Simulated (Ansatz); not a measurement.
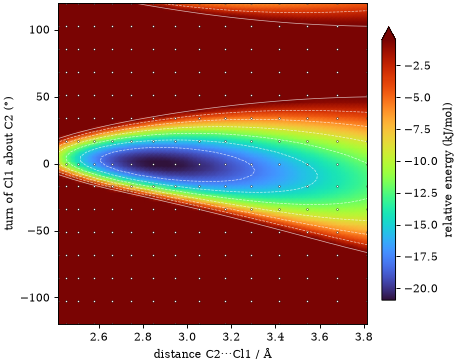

The pair Cl···CO, charge −1. The turn is about an axis along (−0.04, −1.00, 0.00) in the frame of the relaxed pair, normal to the line between the partners. First axis: distance C2···Cl1. Second axis: turn of Cl1 about C2. The scan uses a 15 × 15 grid. Points are written as (first, second). Energies: kJ/mol, counted from the ion and the molecule far apart, frozen as in the relaxed pair, each in its own basis (no counterpoise correction). The calculation used RKS PBE0-D4/def2-TZVPD (Ansatz 0.2.0).

Drawn: a smooth colour map with a few white contour lines, dots at the grid points, one colour for all values above the top of the scale. Between grid points the surface is interpolated.

Q: Estimate the position of the minimum and the force constants in these coordinates.

A: The interpolated minimum is at distance C2···Cl1 ≈ 2.878 Å, turn of Cl1 about C2 ≈ 0.0°. The curvatures there are about 0.63 eV/Å² and 1.5 eV/rad², with a cross term of about 0.29 eV/(Å·rad). Round the minimum the valley is somewhat tilted: raising distance C2···Cl1 shifts the best value of turn of Cl1 about C2 downwards (coupling k₁₂/√(k₁₁k₂₂) about 0.3). (1 eV is 96.5 kJ/mol.)
